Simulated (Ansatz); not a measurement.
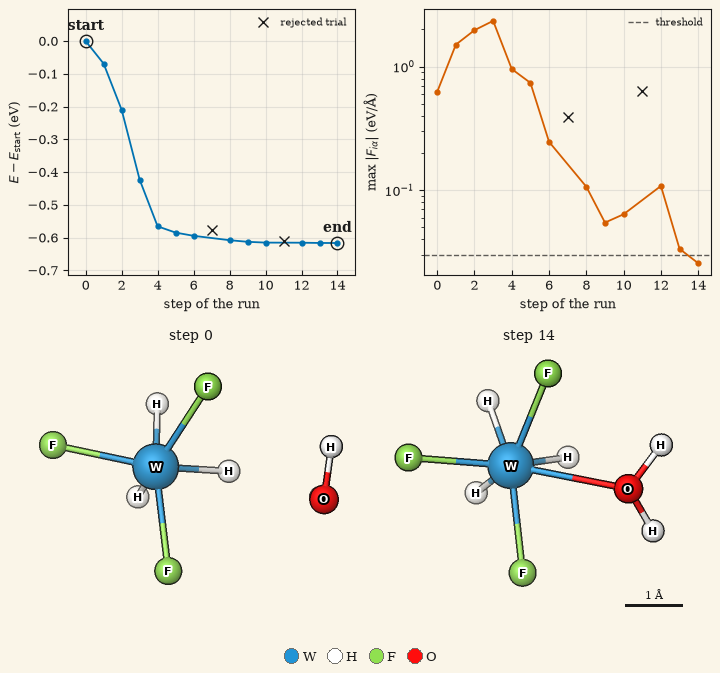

First and last geometry of a relaxation of WH5OF3, with the history of the run. The picture is a ball-and-stick view, seen at a tilt.

The run prepares an end point of a later path (reaction) calculation, from a guessed geometry.

All numbers below come from Ansatz, RKS PBE-D4/def2-SVP.

Input file:
```yaml
crystal:
  periodic: [false, false, false]
  atoms:
    - { symbol: W, position_ang: [0.172257, -0.091669, -0.494125] }
    - { symbol: H, position_ang: [0.005521, -0.05003, 1.20926] }
    - { symbol: F, position_ang: [1.90882, 0.600904, -0.23553] }
    - { symbol: H, position_ang: [-0.19828, 1.377841, 0.229053] }
    - { symbol: H, position_ang: [-1.373019, 0.123499, 0.134127] }
    - { symbol: F, position_ang: [-0.4206, -1.894097, -0.40721] }
    - { symbol: F, position_ang: [-0.572118, 0.71322, -2.011508] }
    - { symbol: O, position_ang: [1.667193, -1.868894, 1.595559] }
    - { symbol: H, position_ang: [1.005527, -2.574243, 1.460417] }
    - { symbol: H, position_ang: [1.145998, -1.20943, 2.122858] }
basis:
  gaussian: { orbitals: def2-SVP }
hamiltonian:
  xc: pbe
  dispersion: d4
relax:
  f_tol: 0.03
  max_steps: 50
```

Run as
```bash
ansatz run input.yaml --threads 2 --pin off --max-ram 3072MiB --backend cpu --events-out ev --progress --plain --runs-dir out
```

> Did the run converge, and what did it change?

It converged. The largest move after the best rigid fit is that of H10, 0.84 Å. Largest moves by element: H 0.84 Å, O 0.63 Å, F 0.54 Å, W 0.31 Å. Among the contacts that change: W1–O8 3.124 → 2.270 Å, W1–H9 3.268 → 2.793 Å, W1–H10 3.008 → 2.808 Å, W1–F3 1.887 → 1.922 Å. New bonds form, among them: W1–O8 (3.12 → 2.27 Å). Bond angles that change, for instance: F3–W1–F6 129.0° → 143.5°, F3–W1–F7 108.6° → 100.3°, H9–O8–H10 101.4° → 107.9°. The energy falls by 0.616 eV in 12 accepted moves (14 points after the start). The largest force component goes from 0.62 to 0.026 eV/Å. The line search rejected the trial steps at points 7, 11 of the run.
